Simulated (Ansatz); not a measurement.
**Fields on a plane of KCl (rock salt)**

```
CELL_PARAMETERS angstrom
      0.00000     3.14616     3.14616
      3.14616     0.00000     3.14616
      3.14616     3.14616     0.00000
ATOMIC_POSITIONS crystal
  Cl 0.00000 0.00000 0.00000
  K  0.50000 0.50000 0.50000
```

The slice is a {111} plane (indices of the conventional cell) through the point (0.500, 0.500, 0.500) (fractional), spanned by u = [100] and v = [-1 2 0] in vectors of this cell: u (4.45 Å) and v (7.71 Å, at 90° to u). It covers one period; positions are fractions (u, v).

Atoms on it: K at (0.00, 0.00); K at (0.50, 0.50).

Level of theory: r2SCAN (plane waves to 500 eV, PAW, scalar-relativistic; Ansatz, a program for electronic structure). k mesh 9×9×9. Near the nuclei the fields are pseudised (PAW); where an atom keeps semicore shells as valence, they peak there. KCl was relaxed with its symmetry unable to fall.

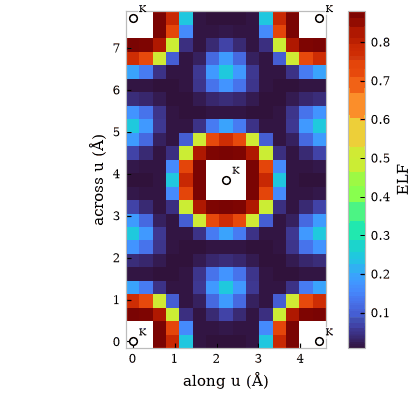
Figure. Electron localisation function (ELF), one period of the plane, atoms marked. Points within 0.5 Å of a nucleus are left white, as the pseudised field means little there.

| v \ u | 0.00 | 0.14 | 0.29 | 0.43 | 0.57 | 0.71 | 0.86 |
|---|---|---|---|---|---|---|---|
| 0.88 | x | -1.3 | 3.1 | 4.7 | 4.7 | 3.1 | -1.3 |
| 0.75 | 4.3 | 4.4 | 4.5 | 4.3 | 4.3 | 4.5 | 4.4 |
| 0.62 | 4.9 | 4.1 | 1.3 | <-4.0 | <-4.0 | 1.4 | 4.1 |
| 0.50 | 4.5 | 3.0 | x | x | x | x | 3.0 |
| 0.38 | 4.9 | 4.1 | 1.4 | <-4.0 | <-4.0 | 1.3 | 4.1 |
| 0.25 | 4.3 | 4.4 | 4.5 | 4.3 | 4.3 | 4.5 | 4.4 |
| 0.12 | x | -1.3 | 3.1 | 4.7 | 4.7 | 3.1 | -1.3 |
| 0.00 | x | x | 0.4 | 4.1 | 4.1 | 0.4 | x |

Values: electrostatic potential energy of an electron, from the cell's mean, in eV. Points within 1 Å of a nucleus are blanked (x), as the pseudised field means little there. Values under -4 eV are set to -4. The zero, the cell's mean, hangs on the PAW cores.
